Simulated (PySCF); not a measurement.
```
atom   x (Å)   y (Å)    z (Å)
   W  0.0000  0.0000  -0.1818
   F  0.0000  0.0000   1.7602
```

⟨S²⟩ = 6.09, above the pure value of 6.00; core potentials replace the inner electrons of W.

All numbers below come from PBE0/def2-TZVPPD, non-relativistic Hamiltonian with scalar-relativistic core potentials where named, at a bond length of 1.942 Å (PySCF).

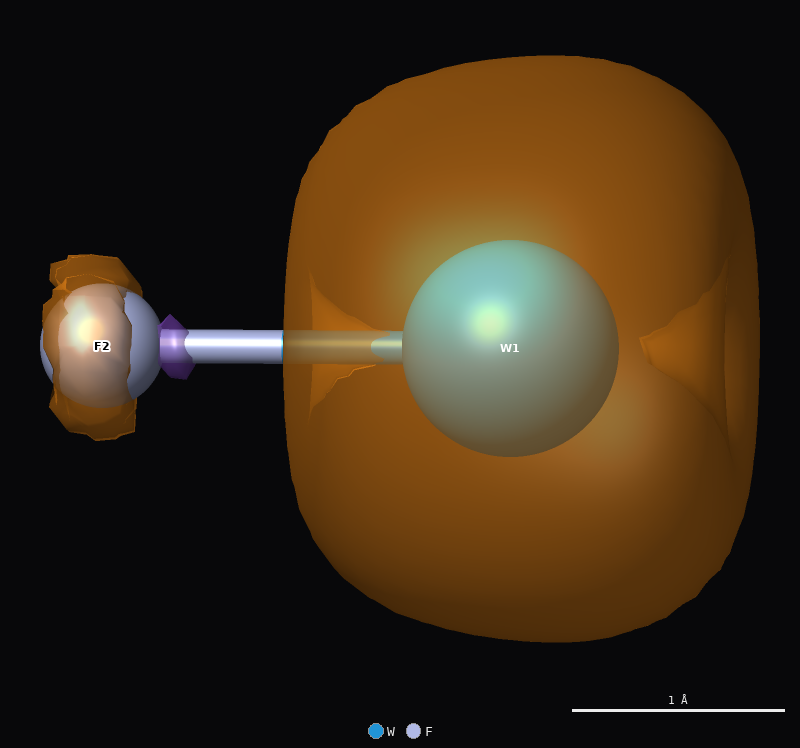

WF (charge −1, quintet). Isosurfaces of the spin density (α minus β) at +0.1 (orange) and −0.1 e/Å³ (purple), seen from one side.

Describe the spin distribution.

The unpaired spin (4 electrons) lies mostly on W1 (about 3.9) and F2 (about 0.1), in electrons by Hirshfeld's partition.
